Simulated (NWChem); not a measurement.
# C3H7Br (1-bromopropane): levels of theory compared

We compute a comparison of 6 runs (B2PLYP/def2-SVP, B3LYP/def2-SVP, BHLYP/def2-SVP, CAM-B3LYP/def2-SVP, M06-2X/def2-SVP, wB97X/def2-SVP) of C3H7Br (1-bromopropane). 

The calculation is run with NWChem 7.3.0.

## Step 1: Starting point

The species is C3H7Br (11 atoms), meant as a singlet with charge 0. As SMILES, `CCCBr`. The C2–C3 distance was set to 3.321 Å, away from the relaxed value. At this shape a bond of the SMILES string is far longer than usual.

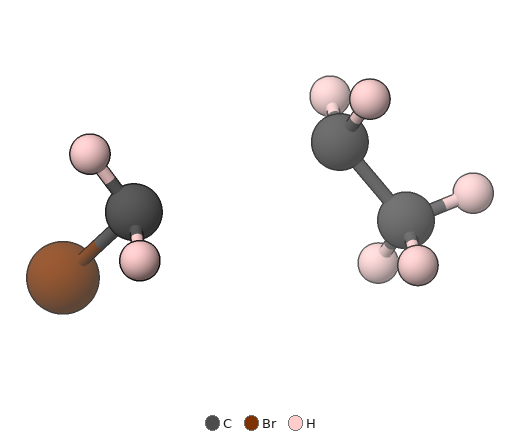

The structure, seen from a chosen angle (carbon dark grey, bromine brown, hydrogen pink).

## Step 2: The energy at B2PLYP/def2-SVP (run 1)

Input file test.nw:

```
echo
start test
memory 2200 mb

geometry units angstroms noautosym nocenter noautoz
   C    -1.736112    1.986562    1.284390
   C    -1.413412    0.552062    1.658090
   C     0.751200   -0.933400   -0.376500
   Br    0.042600   -1.165200   -2.181600
   H    -2.201212    2.039162    0.298190
   H    -2.423512    2.431762    2.006190
   H    -0.831312    2.600162    1.260790
   H    -2.328712   -0.044538    1.708590
   H    -0.968112    0.522062    2.660790
   H     1.664500   -0.352300   -0.499500
   H     1.004600   -1.937400   -0.042700
end

basis spherical bse
   * library def2-SVP
end

dft
   xc hfexch 0.53 becke88 0.47 lyp 0.73 mp2 0.27
   dftmp2 semidirect
   grid fine
   convergence energy 1e-08
   maxiter 100
   mulliken
   print low
end

mp2
   freeze core 12
end

task dft energy
```

Launch:

```bash
$ nwchem test.nw > test.out
```

Output:

```text
[...]
 d= 0,ls=0.0,diis     1  -2691.2663694118 -2.89D+03  6.23D-03  2.89D-01     2.2
[...]
 d= 0,ls=0.0,diis    11  -2691.3138073161 -1.13D-09  1.18D-06  2.46D-08    19.2
         Total DFT energy =    -2691.313807316080
      One electron energy =    -4134.406471559751
           Coulomb energy =     1354.014385167904
    Exchange-Corr. energy =     -109.219440973947
 Nuclear repulsion energy =      198.297720049712
[...]
      Total Density - Mulliken Population Analysis
     ---------------------------------------------
    Atom       Charge   Shell Charges
 -----------   ------   -------------------------------------------------------
    1 C    6     6.07   1.99  0.89  0.17  2.10  0.90  0.03
    2 C    6     6.05   1.99  0.93  0.30  1.88  0.92  0.03
    3 C    6     6.13   1.99  0.94  0.36  1.82  0.99  0.03
    4 Br  35    35.15   2.00  2.00  1.99  1.41  0.56  6.00  5.98  2.33  2.83  8.21  1.74  0.10
    5 H    1     0.95   0.74  0.18  0.02
    6 H    1     0.95   0.74  0.19  0.03
    7 H    1     0.95   0.75  0.18  0.02
    8 H    1     0.94   0.74  0.18  0.02
    9 H    1     0.95   0.74  0.18  0.02
   10 H    1     0.92   0.74  0.16  0.03
[...]
  Basis functions       =    109
[...]
```

It took 23 s on 1 thread of Intel Xeon 6975P-C (Granite Rapids), shared host; peak memory 0.41 GiB.

## Step 3: The energy at B3LYP/def2-SVP (run 2)

Input file c3h7br.xyz:

```xyz
11

C     -1.736112     1.986562     1.284390
C     -1.413412     0.552062     1.658090
C      0.751200    -0.933400    -0.376500
Br     0.042600    -1.165200    -2.181600
H     -2.201212     2.039162     0.298190
H     -2.423512     2.431762     2.006190
H     -0.831312     2.600162     1.260790
H     -2.328712    -0.044538     1.708590
H     -0.968112     0.522062     2.660790
H      1.664500    -0.352300    -0.499500
H      1.004600    -1.937400    -0.042700
```

Input file c3h7br.nw:

```
start c3h7br
memory total 2200 mb

geometry units angstrom noautosym nocenter noautoz
 load c3h7br.xyz
end

basis spherical bse
 * library def2-SVP
end

dft
 xc b3lyp
 grid fine
 convergence energy 1e-08
 iterations 100
 mulliken
 print medium
end

task dft
```

Launch:

```bash
$ nwchem c3h7br.nw > c3h7br.out
```

Output:

```text
[...]
          Wavefunction type:  closed shell.
          No. of atoms     :    11
          No. of electrons :    60
[...]
          Charge           :     0
          Spin multiplicity:     1
[...]
          AO basis - number of functions:   109
[...]
              XC Information
              --------------
                         B3LYP Method XC Potential
                     Hartree-Fock (Exact) Exchange  0.200
                        Slater Exchange Functional  0.800 local
                    Becke 1988 Exchange Functional  0.720 non-local
              Lee-Yang-Parr Correlation Functional  0.810
                  VWN I RPA Correlation Functional  0.190 local
[...]
 d= 0,ls=0.0,diis     1  -2692.0816156803 -2.89D+03  9.09D-03  4.42D-01     2.2
[...]
 d= 0,ls=0.0,diis    12  -2692.1352421772 -8.48D-10  2.18D-07  7.36D-10    21.7
         Total DFT energy =    -2692.135242177239
      One electron energy =    -4134.163882930566
           Coulomb energy =     1353.754070587644
    Exchange-Corr. energy =     -110.023149884029
 Nuclear repulsion energy =      198.297720049713
[...]
      Total Density - Mulliken Population Analysis
     ---------------------------------------------
    Atom       Charge   Shell Charges
 -----------   ------   -------------------------------------------------------
    1 C    6     6.04   1.98  0.91  0.12  2.13  0.87  0.03
    2 C    6     6.05   1.99  0.95  0.27  1.93  0.89  0.03
    3 C    6     6.11   1.99  0.97  0.33  1.86  0.94  0.03
    4 Br  35    35.11   2.00  2.00  1.99  1.46  0.52  6.00  5.98  2.35  2.77  8.19  1.75  0.11
    5 H    1     0.96   0.74  0.20  0.02
    6 H    1     0.97   0.74  0.20  0.02
    7 H    1     0.97   0.74  0.20  0.02
    8 H    1     0.96   0.74  0.20  0.02
    9 H    1     0.96   0.74  0.20  0.02
   10 H    1     0.93   0.73  0.17  0.02
[...]
```

Run time: 23 s. Hardware: 1 thread of Intel Xeon 6975P-C (Granite Rapids), shared host; peak memory 0.12 GiB.

Run 3 isn't shown in full; the table further down has it.

## Step 4: A single-point energy at CAM-B3LYP/def2-SVP (run 4)

Input file c3h7br.nw:

```
start c3h7br
memory total 2200 mb
geometry noautosym nocenter noautoz
 C       -1.736112       1.986562       1.284390
 C       -1.413412       0.552062       1.658090
 C        0.751200      -0.933400      -0.376500
 Br       0.042600      -1.165200      -2.181600
 H       -2.201212       2.039162       0.298190
 H       -2.423512       2.431762       2.006190
 H       -0.831312       2.600162       1.260790
 H       -2.328712      -0.044538       1.708590
 H       -0.968112       0.522062       2.660790
 H        1.664500      -0.352300      -0.499500
 H        1.004600      -1.937400      -0.042700
end
basis spherical bse
 C library def2-SVP
 Br library def2-SVP
 H library def2-SVP
end
dft
 xc xcamb88 1.00 lyp 0.81 vwn_5 0.19 hfexch 1.00
 cam 0.33 cam_alpha 0.19 cam_beta 0.46
 grid fine
 convergence energy 1e-08
 direct
 iterations 100
 mulliken
end
task dft energy
```

Launch:

```bash
$ nwchem c3h7br.nw > c3h7br.out
```

Output:

```text
[...]
          Wavefunction type:  closed shell.
          No. of atoms     :    11
          No. of electrons :    60
[...]
          Charge           :     0
          Spin multiplicity:     1
[...]
          AO basis - number of functions:   109
[...]
              XC Information
              --------------
                     Hartree-Fock (Exact) Exchange  1.000
                   CAM-Becke88 Exchange Functional  1.000
                      VWN V Correlation Functional  0.190 local
              Lee-Yang-Parr Correlation Functional  0.810
[...]
 d= 0,ls=0.0,diis     1  -2692.0756833851 -2.89D+03  6.63D-03  4.33D-01     4.7
[...]
 d= 0,ls=0.0,diis    12  -2692.1286983514 -3.15D-09  1.68D-07  1.14D-10    52.7
         Total DFT energy =    -2692.128698351382
      One electron energy =    -4134.156306531437
           Coulomb energy =     1353.730061554005
    Exchange-Corr. energy =     -110.000173423663
 Nuclear repulsion energy =      198.297720049712
[...]
      Total Density - Mulliken Population Analysis
     ---------------------------------------------
    Atom       Charge   Shell Charges
 -----------   ------   -------------------------------------------------------
    1 C    6     6.06   1.98  0.89  0.13  2.14  0.88  0.03
    2 C    6     6.05   1.99  0.93  0.28  1.93  0.90  0.03
    3 C    6     6.12   1.99  0.95  0.34  1.87  0.96  0.03
    4 Br  35    35.13   2.00  2.00  1.99  1.43  0.54  6.00  5.98  2.37  2.78  8.19  1.75  0.11
    5 H    1     0.95   0.73  0.20  0.02
    6 H    1     0.96   0.73  0.21  0.02
    7 H    1     0.96   0.73  0.20  0.02
    8 H    1     0.95   0.73  0.20  0.02
    9 H    1     0.96   0.73  0.20  0.02
   10 H    1     0.93   0.73  0.18  0.02
[...]
```

Run time: 53 s. Hardware: 1 thread of Intel Xeon 6975P-C (Granite Rapids), shared host; peak memory 0.12 GiB.

Run 5 isn't shown in full; the table further down has it.

## Step 5: The energy at wB97X/def2-SVP (run 6)

Input file mymol.nw:

```
start mymol
memory 2200 mb

geometry units angstroms noautosym nocenter noautoz
  C    -1.736112    1.986562    1.284390
  C    -1.413412    0.552062    1.658090
  C     0.751200   -0.933400   -0.376500
  Br    0.042600   -1.165200   -2.181600
  H    -2.201212    2.039162    0.298190
  H    -2.423512    2.431762    2.006190
  H    -0.831312    2.600162    1.260790
  H    -2.328712   -0.044538    1.708590
  H    -0.968112    0.522062    2.660790
  H     1.664500   -0.352300   -0.499500
  H     1.004600   -1.937400   -0.042700
end

basis spherical bse
  C library def2-SVP
  Br library def2-SVP
  H library def2-SVP
end

dft
  xc wb97x
  grid fine
  convergence energy 1e-08
  maxiter 100
  mulliken
end

task dft energy
```

Launch:

```bash
$ nwchem mymol.nw > mymol.out
```

Output:

```text
[...]
          Wavefunction type:  closed shell.
          No. of atoms     :    11
          No. of electrons :    60
[...]
          Charge           :     0
          Spin multiplicity:     1
[...]
          AO basis - number of functions:   109
[...]
              XC Information
              --------------
                       wb97x  Method XC Functional
                     Hartree-Fock (Exact) Exchange  1.000
                         wb97x Exchange Functional  1.000
                      wb97x Correlation Functional  1.000
[...]
 d= 0,ls=0.0,diis     1  -2692.0190288724 -2.89D+03  5.43D-03  3.64D-01     4.8
[...]
 d= 0,ls=0.0,diis    12  -2692.0689937621 -5.76D-10  2.90D-07  2.39D-10    58.1
         Total DFT energy =    -2692.068993762103
      One electron energy =    -4134.208491980380
           Coulomb energy =     1353.788729807708
    Exchange-Corr. energy =     -109.946951639143
 Nuclear repulsion energy =      198.297720049712
[...]
      Total Density - Mulliken Population Analysis
     ---------------------------------------------
    Atom       Charge   Shell Charges
 -----------   ------   -------------------------------------------------------
    1 C    6     6.10   1.99  0.88  0.17  2.12  0.92  0.03
    2 C    6     6.07   1.99  0.92  0.30  1.90  0.93  0.03
    3 C    6     6.14   1.99  0.93  0.35  1.85  0.99  0.03
    4 Br  35    35.15   2.00  2.00  1.99  1.40  0.57  6.00  5.98  2.36  2.80  8.20  1.74  0.11
    5 H    1     0.94   0.74  0.18  0.02
    6 H    1     0.94   0.73  0.19  0.02
    7 H    1     0.94   0.74  0.18  0.02
    8 H    1     0.94   0.74  0.18  0.02
    9 H    1     0.94   0.74  0.18  0.02
   10 H    1     0.92   0.73  0.16  0.02
[...]
```

Run time: 59 s. Hardware: 1 thread of Intel Xeon 6975P-C (Granite Rapids), shared host; peak memory 0.12 GiB.

## Step 6: The series

```tsv
run	level	frozen core orbitals	energy (Eh)	wall time
1	B2PLYP/def2-SVP	12	-2691.556468	23 s
2	B3LYP/def2-SVP	–	-2692.135242	23 s
3	BHLYP/def2-SVP	–	-2691.984859	20 s
4	CAM-B3LYP/def2-SVP	–	-2692.128698	53 s
5	M06-2X/def2-SVP	–	-2692.048032	26 s
6	wB97X/def2-SVP	–	-2692.068994	59 s
```

## Step 7: Results

| quantity | value |
| --- | --- |
| run 6: total energy | -2692.06899 Eh |
| run 6: dipole moment | 2.69 D |
| run 6: HOMO energy | -7.69 eV |
| run 6: LUMO energy | -1.76 eV |
| run 6: HOMO–LUMO gap | 5.92 eV |

What this shows: Over runs 2, 3, 4, 5, 6 the dipole moment (its size) runs from 2.05 D (B3LYP/def2-SVP) to 2.73 D (BHLYP/def2-SVP). Over runs 2, 3, 4, 5, 6 the HOMO–LUMO gap runs from 2.07 eV (B3LYP/def2-SVP) to 5.92 eV (wB97X/def2-SVP). Totals of different functionals can't be ranked against each other. In runs 1, 2, 3, 4, 5, 6 a closed-shell determinant meets a far-stretched bond, which it describes badly. All runs together took 3.4 min, the longest 59 s.
